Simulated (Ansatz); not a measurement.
# Debugging a many-body input for KBr (Fm-3m)

A first try at the G0W0 gap of KBr (Fm-3m), what the program said, and an input that works.

Main program and level: Ansatz 0.2.0; G0W0 on PBE, plane waves, PAW.

## Step 1: The structure

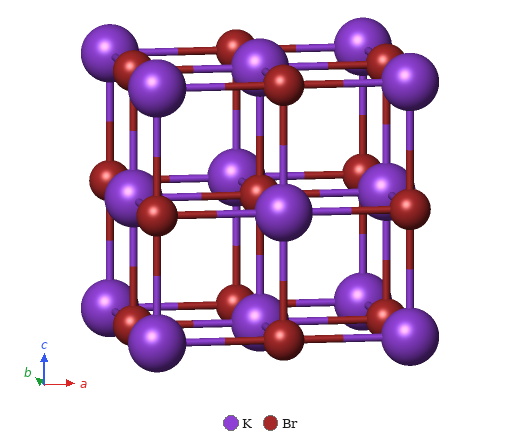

The starting structure, seen slightly off an axis (potassium purple, bromine red). This picture shows the conventional cell, with its axes. Some periodic images of atoms are drawn too.

The cell and positions come from the Crystallography Open Database and are kept as given unless a step says otherwise. The default PAW set here is soft_2. Its files were made with PBE.

## Step 2: First try

input.yaml

```yaml
crystal:
  lattice:
    - [0.0, 3.3, 3.3]
    - [3.3, 0.0, 3.3]
    - [3.3, 3.3, 0.0]
  atoms:
    - { symbol: K, position: [0.0, 0.0, 0.0] }
    - { symbol: Br, position: [0.5, 0.5, 0.5] }
kpoints:
  mp_grid: { grid: [4, 4, 4] }
hamiltonian:
  xc: pbe
scf:
  occupations: { method: fixed }
gw:
  n_empty_bands: 2
  ecut_chi: 80
  qp_bands: [v2, c2]
  qp_kpoints: band_edges
  screening: { model: contour_deformation }
```

Started as:

```bash
> ansatz run input.yaml --threads 3 --pin off --max-ram 92160MiB --backend cuda --events-out ev --progress --plain --runs-dir out --devices 1 --max-vram 13GiB
```

Numbers of over 12 decimals in the logs are rounded to 6 here.

The log of the run:

```text
GPUs: using 1 of 1 available (devices: 1).
Engine: ansatz 0.2.0, x86_64-unknown-linux-gnu
Pseudopotentials: kind: paw
Pseudopotential: K, paw, valence charge 9, recommended cutoff 420 eV (normal), K.paw.azcp
Pseudopotential: Br, paw, valence charge 7, recommended cutoff 420 eV (normal), Br.paw.azcp
Functional definition: PBE
  parameter kappa = 0.804
  parameter beta = 0.066725
  exchange = pbe_x(kappa = kappa, mu = beta*pi^2/3)
  correlation = pbe_c(beta = beta)
device memory: the entry about to start is reckoned to put 0.9 GiB on a device that reports 64.2 GiB free (of which the cap on the GPU budget leaves the run 13.0 GiB)
GPU FFT provider: cuFFT
GPU libraries: cuBLAS 13.8.2, cuFFT 12.4.0, cuSOLVER 12.3.4
Crystal: 2 atoms, lattice volume = 71.874 Å³
Basis set: ecut = 420 eV, 1411 PW (Γ)
Bands: 12, of which v1, the nominal top of the filled ones, is band 8 counted from 1 (7 counted from 0)
Symmetry: 48 space group operations
Space group: Fm-3m (ITA 225), of the structure as read, at distance tolerance 4.2e-5 Å
k-points: 8 of 64
Non-local potential: K, projectors of the file, l = 0: 3, l = 1: 2, l = 2: 2
Non-local potential: Br, projectors of the file, l = 0: 2, l = 1: 2, l = 2: 2
PAW form: soft (Blöchl's): semilocal exchange-correlation on the pseudo side does not see the compensation charge
PAW one-centre angular grid: K, 110 points (default); XC on 64 Gauss nodes
PAW one-centre angular grid: Br, 110 points (default); XC on 64 Gauss nodes
Initial density: superposition of atomic densities (neutral atoms: chi_scale 0, normalization atom), corrected by the library's trained network
Initial wavefunctions: pseudopotential atomic-orbital guess
GPU buffer pool allocated for 32768 grid points (all kernels)
GPU transforms: local potential and band sums: pruned to the plane-wave sphere, on 32×32×32
Functional: x = pbe(κ = 0.804, μ = 0.219515), c = pbe(β = 0.066725)
SCF iter   1: F=—  HF=-4324.496265 eV  |F-HF|=—  |Δ(HF+E_count)|=         —  Δρ=1.75e-4  dr2=1.22e-5  ethr=1.77e-3  ⟨swp⟩=5.2  Hψ=526  notcnv=0  defer=13
preconditioner: auto → none  [insulator: Δε(μ)=4.426 eV  Ē_g=14.776 eV  n_scr=14 (ndim 8)  ℏωp=16.4 eV  f_vac=0.056  ε∞_Penn≈2.2]
SCF iter   2: F=—  HF=-4324.496181 eV  |F-HF|=—  |Δ(HF+E_count)|=   8.42e-5  Δρ=2.03e-4  dr2=5.19e-5  ethr=7.62e-8  ⟨swp⟩=3.4  Hψ=311  notcnv=0  defer=16
SCF iter   3: F=—  HF=-4324.496172 eV  |F-HF|=—  |Δ(HF+E_count)|=   9.17e-6  Δρ=6.65e-5  dr2=4.02e-6  ethr=7.62e-8  ⟨swp⟩=2.0  Hψ=152  notcnv=0  defer=16
SCF iter   4: F=—  HF=-4324.496178 eV  |F-HF|=—  |Δ(HF+E_count)|=   6.28e-6  Δρ=3.30e-5  dr2=1.23e-6  ethr=2.51e-8  ⟨swp⟩=2.0  Hψ=152  notcnv=0  defer=16
SCF iter   5: F=—  HF=-4324.496178 eV  |F-HF|=—  |Δ(HF+E_count)|=   6.30e-8  Δρ=1.32e-5  dr2=2.06e-7  ethr=7.67e-9  ⟨swp⟩=2.0  Hψ=120  notcnv=0  defer=16
SCF iter   6: F=-4324.496178 eV  HF=-4324.496178 eV  |F-HF|=1.43e-8  |Δ(HF+E_count)|=   5.30e-8  Δρ=3.82e-6  dr2=1.70e-8  ethr=6.25e-10  ⟨swp⟩=6.6  Hψ=410  notcnv=0
SCF 1 converged in 6 iterations: F = -4324.496178 eV  dr2 = 1.70e-8
[...]
device memory: the entry about to start is reckoned to put 1.2 GiB on a device that reports 63.3 GiB free (of which the cap on the GPU budget leaves the run 13.0 GiB)
NSCF: frozen V_eff on 8 k-points
[...]
device memory: the entry about to start is reckoned to put 0.8 GiB on a device that reports 63.3 GiB free (of which the cap on the GPU budget leaves the run 13.0 GiB)
NSCF: frozen V_eff on 8 k-points
SCF converged after 6 iterations
Free energy (F): -4324.496178 eV
Harris-Foulkes:  -4324.496178 eV  (|F-HF|=1.43e-8)
Internal energy: -4324.496178 eV  (E = F + TS)
E sigma→0 (E₀):  -4324.496178 eV
Fermi energy:    1.069751 eV
--- Per-component energies (eV) ---
  E_band       = -133.506746
  E_kinetic    = 388.477015
  E_local      = -838.841777  (includes V_loc(G=0)·N_el)
  E_nonlocal   = 82.863896
  E_hartree    = 272.003665
  E_xc         = -400.627802
  E_vxc        = -269.648545  (∫ρ·V_xc dr)
  E_paw        = -3028.385325  (= ΣΔE_a)
  E_vpaw       = -40.364180  (= ΣTr[D̂ρ^β])
  E_aug_tail   = -0.000004  (compensation charges beyond the density's cutoff)
  E_ewald      = -799.985846
  E_smearing   = -0.000000  (= −TS)
  E_closure    = -0.000000  (closes the sum)
  Σ components = -4324.496178   (vs F -4324.496178, Δ=0.00e0)
--- Band table (eV; the first three rows and the last of 8) ---
  k-point 0: bands = [... 4 lower, -10.1843, 1.0698, 1.0698, 1.0698, 5.5050, 8.6736, 8.6736, 8.6736]
  k-point 1: bands = [... 4 lower, -10.0522, 0.3989, 0.8962, 0.8962, 6.7570, 8.5566, 9.3724, 9.3724]
  k-point 2: bands = [... 4 lower, -9.9357, -0.1081, 0.7362, 0.7362, 7.6587, 9.3032, 10.8050, 10.8050]
  k-point 7: bands = [... 4 lower, -10.0884, 0.4832, 0.4832, 0.5329, 8.4558, 8.4558, 9.3300, 10.0633]
```

Elapsed: 7.9 s, on 1 × NVIDIA H100 80GB HBM3 (shared by 6 runs) with 3 threads of AMD EPYC 7R13 (Zen 3), shared host; peak memory 0.86 GiB; 3.6 s of CPU time.

Reading the cycles: dr2 is the Hartree energy of the density residual (eV), the measure of convergence; HF is the Harris–Foulkes estimate of the energy, which meets the free energy F at convergence.

Q: What is the fault?

The self-consistent loop converged; the step after it was not made. The program's words: G₀W₀ refused: the quasiparticle rows reach c2, inside the degenerate multiplet of c2 to c4 at k-index 0, which gw.n_empty_bands = 2 cuts: a row's own level would stand in its own sum at a weight under one; raise gw.n_empty_bands to 4 or more, or end gw.qp_bands at c1 or below

The fault: two empty bands. The screening and the self-energy are sums over empty states, and two bands hold almost none of them; where the cut also splits a degenerate level, the program refuses for that.

## Step 3: A better input

Now the one-shot GW correction: screening in the RPA, then the self-energy of the levels asked for.

input.yaml, as its differences from that of step 2:

```diff
@@ -15,4 +15,4 @@
 gw:
-  n_empty_bands: 2
-  ecut_chi: 80
+  n_empty_bands: 299
+  ecut_chi: 150
   qp_bands: [v2, c2]
```

The log of the run:

```text
GPUs: using 1 of 1 available (devices: 1).
[...]
GPU FFT provider: cuFFT
GPU libraries: cuBLAS 13.8.2, cuFFT 12.4.0, cuSOLVER 12.3.4
Crystal: 2 atoms, lattice volume = 71.874 Å³
Basis set: ecut = 420 eV, 1411 PW (Γ)
Bands: 12, of which v1, the nominal top of the filled ones, is band 8 counted from 1 (7 counted from 0)
[... 1 set-up line as in the run before ...]
[...]
k-points: 8 of 64
[...]
GPU buffer pool allocated for 32768 grid points (all kernels)
[...]
SCF iter   1: F=—  HF=-4324.496265 eV  |F-HF|=—  |Δ(HF+E_count)|=         —  Δρ=1.75e-4  dr2=1.22e-5  ethr=1.77e-3  ⟨swp⟩=5.2  Hψ=526  notcnv=0  defer=13
[...]
SCF iter   6: F=-4324.496178 eV  HF=-4324.496178 eV  |F-HF|=1.43e-8  |Δ(HF+E_count)|=   5.30e-8  Δρ=3.82e-6  dr2=1.70e-8  ethr=6.25e-10  ⟨swp⟩=6.6  Hψ=410  notcnv=0
SCF 1 converged in 6 iterations: F = -4324.496178 eV  dr2 = 1.70e-8
[...]
0     7      1.0698   -19.4660     1.9303   -15.5675  0.8026    -0.9523    -0.8984  root
     0     8      1.0698   -19.4660     1.9303   -15.5675  0.8026    -0.9523    -0.8984  root
     0     9      5.5050    -4.2690    -3.0019    -7.8620  0.8594     6.0990     6.0962  root
     0    10      8.6736    -4.0613    -3.4024    -8.7418  0.8491     9.9691     9.9518  root
     1     7      0.8962   -19.1441     1.9586   -15.2047  0.8017    -1.1411    -1.0846  root
     1     8      0.8962   -19.1441     1.9586   -15.2047  0.8017    -1.1411    -1.0846  root
     1     9      6.7570    -4.8953    -3.0885    -8.6363  0.8522     7.4132     7.4094  root
     1    10      8.5566    -4.2302    -3.3313    -8.5939  0.8456     9.6007     9.5889  root
[...]
7     7      0.4832   -18.6170     2.0605   -14.5097  0.8004    -1.6288    -1.5636  root
     7     8      0.5329   -18.5711     2.0317   -14.5149  0.7997    -1.5552    -1.4916  root
     7     9      8.4558    -4.2249    -3.2848    -8.4629  0.8452     9.4190     9.4090  root
     7    10      8.4558    -4.2249    -3.2848    -8.4629  0.8452     9.4190     9.4090  root
[key lines of the parts left out:]
SCF converged after 6 iterations
Free energy (F): -4324.496178 eV
Fermi energy:    1.069751 eV
```

Wall time 11 s (1 × NVIDIA H100 80GB HBM3 (shared by 6 runs) with 3 threads); peak memory 1.2 GiB.

This step gave:

| Item | Value |
| --- | --- |
| bands summed | 307 |
| RPA ε∞ on this mesh (eigenvalues) | 2.364, 2.364, 2.364 |
| plane waves in the screening matrix | 307 |
| q-points in the mesh | 64 |
| G0W0 gap on the mesh | 6.995 eV |
| k of the valence top | 0, 0, 0 |
| k of the conduction bottom | 0, 0, 0 |
| starting gap on the mesh | 4.435 eV |
| Z at the valence top | 0.8026 |
| Z at the conduction bottom | 0.8594 |
| least direct G0W0 gap on the computed points | 6.995 eV |

The gap on the mesh goes from 4.44 eV to 6.99 eV, a correction of +2.56 eV. Between the two edge states, bare exchange in place of the xc potential would open the gap by 7.49 eV, and correlation takes back 4.93 eV.

## Step 4: Outcome

| Quantity | Value |
| --- | --- |
| first try | the many-body step was refused after 7.9 s |
| better run | G0W0 gap on the mesh 6.99 eV (4×4×4 mesh, 299 empty bands, screening to 150 eV) |

**Reading.** The second run differs in: empty bands and screening cutoff (eV). Bands and cutoff are finite, so the gap is not at the basis limit. The miss can reach some tenths of an eV and take either sign; the mesh is an error of its own. The many-body steps are scalar-relativistic: spin-orbit coupling is not in them.

[Paths, hosts, dates, memory and timing lines, banners, echoed tables and standing remarks are left out of the program output.]

[Logs are printed without paths, hosts, clocks, repeated set-up lines and the standing remarks that a program may print on its own settings, such as how far it seeks lower states.]

[Runs of the session that timed out or met a known fault of the program may be left out.]

[Cells called generated may have been cut or substituted from an entry of the Crystallography Open Database or the Materials Project.]

[No measured gap is set beside runs whose start may be inverted or whose files or cutoffs have a known fault.]

[Hosts, paths, dates, database ids (printed as entryN), source tags and the programs' standing remarks are cut or masked in the printed files.]
